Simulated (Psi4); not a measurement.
# C2H3In (SMILES C#[C][InH2]) at B3LYP/def2-SVPD (core potential)

Aim: the vertical singlet–triplet gap of C2H3In at B3LYP/def2-SVPD (core potential), from 2 runs. 

The calculation is run with Psi4 1.11.

## Step 1: The system as given

The species is C2H3In (6 atoms), meant as a singlet with charge 0. SMILES: `C#[C][InH2]`. Geometry: relaxed at PBE0-D4/def2-TZVP.

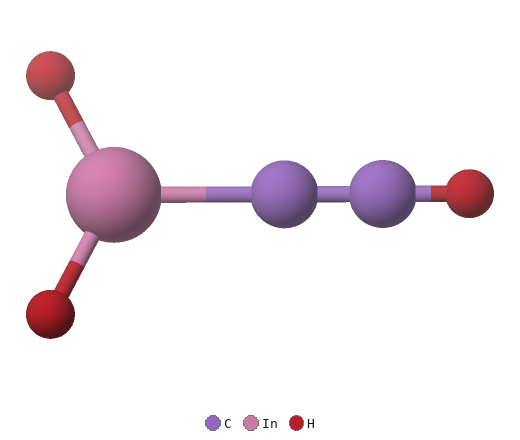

Viewed from a chosen angle; carbon purple, indium pink, hydrogen red.

## Step 2: The energy at B3LYP/def2-SVPD (core potential)

The input, c2h3in.json:

```json
{
 "schema_name": "qcschema_input",
 "schema_version": 1,
 "molecule": {
  "schema_name": "qcschema_molecule",
  "schema_version": 2,
  "symbols": ["C", "C", "In", "H", "H", "H"],
  "geometry": [-0.35262289, -3.64339197, 0.02853486, -0.13303672, -1.36702788, 0.01114938, 0.24925488, 2.57739746, -0.0200311, -0.54613085, -5.64952522, 0.04403062, 1.27273054, 3.93346493, -2.77562973, -0.49019496, 4.14889371, 2.71175699],
  "molecular_charge": 0,
  "molecular_multiplicity": 1,
  "fix_symmetry": "c1"
 },
 "driver": "energy",
 "model": {
  "method": "b3lyp",
  "basis": "def2-SVPD"
 },
 "keywords": {
  "reference": "rks",
  "puream": true,
  "e_convergence": 1e-09,
  "d_convergence": 1e-08,
  "scf_type": "pk",
  "dft_radial_points": 99,
  "dft_spherical_points": 590,
  "scf_properties": ["MULLIKEN_CHARGES", "QUADRUPOLE", "WIBERG_LOWDIN_INDICES"]
 }
}
```

Launch:

```
$ psi4 --qcschema c2h3in.json -n 1 --memory 2200MB
```

stdout:

```text
[...]
    !!!  WARNING: ECP capability is in beta. Please check occupations closely.  !!!
[...]
  Running in c1 symmetry.
[...]
  Nuclear repulsion =   91.358346432264852
[...]
  Multiplicity = 1
[...]
  Nalpha       = 18
  Nbeta        = 18
[...]
    Number of basis functions: 96
[...]
   @RKS iter   1:  -267.69009043288753   -8.56867e-01   8.12769e-03 ADIIS/DIIS
[...]
   @RKS iter  11:  -268.05762776562631   -3.86535e-12   3.84295e-09 DIIS
[...]
    Orbital Energies [Eh]
    ---------------------
    Doubly Occupied:
       1A    -10.188059     2A    -10.175139     3A     -4.686946
       4A     -3.096691     5A     -3.085174     6A     -3.084280
       7A     -0.786384     8A     -0.778550     9A     -0.777637
      10A     -0.776197    11A     -0.774012    12A     -0.728048
      13A     -0.535804    14A     -0.455111    15A     -0.334965
      16A     -0.314602    17A     -0.289634    18A     -0.277837
[...]
  @RKS Final Energy:  -268.05762776562631
   => Energetics <=
    Nuclear Repulsion Energy =             91.3583464322648524
    One-Electron Energy =                -620.0403753436476109
    Two-Electron Energy =                 283.8385993392598721
    DFT Exchange-Correlation Energy =     -23.2141981935034316
    Empirical Dispersion Energy =           0.0000000000000000
    VV10 Nonlocal Energy =                  0.0000000000000000
    Total Energy =                       -268.0576277656263073
[...]
 Multipole Moments:
 ------------------------------------------------------------------------------------
     Multipole            Electronic (a.u.)      Nuclear  (a.u.)        Total (a.u.)
 ------------------------------------------------------------------------------------
 L = 1.  Multiply by 2.5417464519 to convert [e a0] to [Debye]
 Dipole X            :          3.2986269           -3.2900290            0.0085979
 Dipole Y            :         34.0824228          -33.9949525            0.0874703
 Dipole Z            :         -0.2662725            0.2657071           -0.0005654
 Magnitude           :                                                    0.0878936
 L = 2.  Multiply by 1.3450342976 to convert [e a0^2] to [Debye ang]
 Quadrupole XX       :        -30.2769761            4.4344162          -25.8425599
 Quadrupole XY       :        -29.5131678           29.5735188            0.0603510
[...]
  Mulliken Charges: (a.u.)
   Center  Symbol    Alpha    Beta     Spin     Total
       1     C     3.54632  3.54632  0.00000 -1.09264
       2     C     2.07632  2.07632  0.00000  1.84735
       3    IN    10.76775 10.76775  0.00000 -0.53550
       4     H     0.63738  0.63738  0.00000 -0.27477
       5     H     0.48612  0.48612  0.00000  0.02776
       6     H     0.48610  0.48610  0.00000  0.02780
   Total alpha = 18.00000, Total beta = 18.00000, Total charge = -0.00000
  Wiberg Bond Indices using Orthogonal Lowdin Orbitals:
[...]
```

The result, in JSON:

```text
{
 "driver": "energy",
 "model": {
  "method": "b3lyp",
  "basis": "def2-SVPD"
 },
 "success": true,
 "return_result": -268.0576277656263,
 "properties": {
  "calcinfo_nbasis": 96,
  "calcinfo_nmo": 96,
  "calcinfo_nalpha": 18,
  "calcinfo_nbeta": 18,
  "calcinfo_natom": 6,
  "nuclear_repulsion_energy": 91.35834643226485,
  "return_energy": -268.0576277656263,
  "scf_one_electron_energy": -620.0403753436476,
  "scf_two_electron_energy": 283.8385993392599,
  "scf_xc_energy": -23.21419819350343,
  "scf_dipole_moment": [0.008597878956211336, 0.08747026391230861, -0.0005653604937552736],
  "scf_total_energy": -268.0576277656263,
  "scf_iterations": 11
 }
}
```

It took 9.6 s on 1 thread of Intel Xeon 6975P-C (Granite Rapids), shared host; peak memory 1.2 GiB.

## Step 3: The triplet: energy and forces at UB3LYP/def2-SVPD (core potential)

The input, calc.py:

```python
import psi4

psi4.set_memory('2200 MB')
psi4.set_num_threads(1)
psi4.core.set_output_file('psi4.out', False)

molecule = psi4.geometry("""
0 3
C     -0.186600    -1.928000     0.015100
C     -0.070400    -0.723400     0.005900
In     0.131900     1.363900    -0.010600
H     -0.289000    -2.989600     0.023300
H      0.673500     2.081500    -1.468800
H     -0.259400     2.195500     1.435000
units angstrom
symmetry c1
""")

options = {'basis': 'def2-SVPD', 'reference': 'uks', 'puream': True, 'e_convergence': 1e-09, 'd_convergence': 1e-08, 'scf_type': 'pk', 'dft_radial_points': 99, 'dft_spherical_points': 590, 'maxiter': 100}
psi4.set_options(options)

result = psi4.gradient("b3lyp", molecule=molecule)
print('gradient / Eh bohr^-1')
print(result.np.round(6))
```

Launch:

```
$ python calc.py
```

psi4.out (excerpt; [...] marks lines left out):

```text
[...]
    !!!  WARNING: ECP capability is in beta. Please check occupations closely.  !!!
[...]
  Running in c1 symmetry.
[...]
  Nuclear repulsion =   91.358346393140707
[...]
  Multiplicity = 3
[...]
  Nalpha       = 19
  Nbeta        = 17
[...]
    Number of basis functions: 96
[...]
   @UKS iter   1:  -267.44433064397884   -6.14366e-01   8.69164e-03 DIIS/ADIIS
[...]
   @UKS iter  20:  -267.90083288347171   -2.27374e-12   5.46292e-09 DIIS
[...]
   @S^2 Observed:                2.012551617E+00
[...]
  @UKS Final Energy:  -267.90083288347171
   => Energetics <=
    Nuclear Repulsion Energy =             91.3583463931407067
    One-Electron Energy =                -619.5383439782870028
    Two-Electron Energy =                 283.4290257419484647
    DFT Exchange-Correlation Energy =     -23.1498610402738798
    Empirical Dispersion Energy =           0.0000000000000000
    VV10 Nonlocal Energy =                  0.0000000000000000
    Total Energy =                       -267.9008328834717645
  UHF NO Occupations:
  HONO-2 :   17  A 1.9973034
  HONO-1 :   18  A 1.0000000
[...]
 Multipole Moments:
 ------------------------------------------------------------------------------------
     Multipole            Electronic (a.u.)      Nuclear  (a.u.)        Total (a.u.)
 ------------------------------------------------------------------------------------
 L = 1.  Multiply by 2.5417464519 to convert [e a0] to [Debye]
 Dipole X            :          3.2249375           -3.2900290           -0.0650915
 Dipole Y            :         33.3196824          -33.9949526           -0.6752702
 Dipole Z            :         -0.2606513            0.2657071            0.0050558
 Magnitude           :                                                    0.6784189
[...]
  -Total Gradient:
     Atom            X                  Y                   Z
    ------   -----------------  -----------------  -----------------
       1        0.007349471635     0.076107788304    -0.000587059935
       2       -0.008062347142    -0.083419663513     0.000649281443
       3        0.001510809233     0.015559244197    -0.000139464375
       4        0.000583827714     0.006035886700    -0.000045473281
       5       -0.001720450843    -0.007014509391     0.003266442361
       6        0.000338687497    -0.007268796897    -0.003143720189
[...]
```

The script printed:

```text
gradient / Eh bohr^-1
[[ 7.3490e-03  7.6108e-02 -5.8700e-04]
 [-8.0620e-03 -8.3420e-02  6.4900e-04]
 [ 1.5110e-03  1.5559e-02 -1.3900e-04]
 [ 5.8400e-04  6.0360e-03 -4.5000e-05]
 [-1.7200e-03 -7.0150e-03  3.2660e-03]
 [ 3.3900e-04 -7.2690e-03 -3.1440e-03]]
```

It took 28 s on 1 thread of Intel Xeon 6975P-C (Granite Rapids), shared host; peak memory 1.2 GiB.

## Step 4: Summary of results

At B3LYP/def2-SVPD (core potential):

| quantity | value |
| --- | --- |
| singlet: total energy | -268.05763 Eh |
| singlet: dipole moment | 0.22 D |
| singlet: HOMO energy | -7.56 eV |
| singlet: LUMO energy | -2.29 eV |
| singlet: HOMO–LUMO gap | 5.27 eV |
| triplet: total energy | -267.90083 Eh |
| triplet: dipole moment | 1.72 D |
| triplet: HOMO energy (highest over α and β) | -3.54 eV |
| triplet: ⟨S²⟩ | 2.013 |
| triplet: largest force on an atom | 4.310 eV/Å |
| vertical energy of the triplet above the singlet | 4.267 eV |

In words: At this shape the triplet lies 4.27 eV (98 kcal/mol) above the singlet.
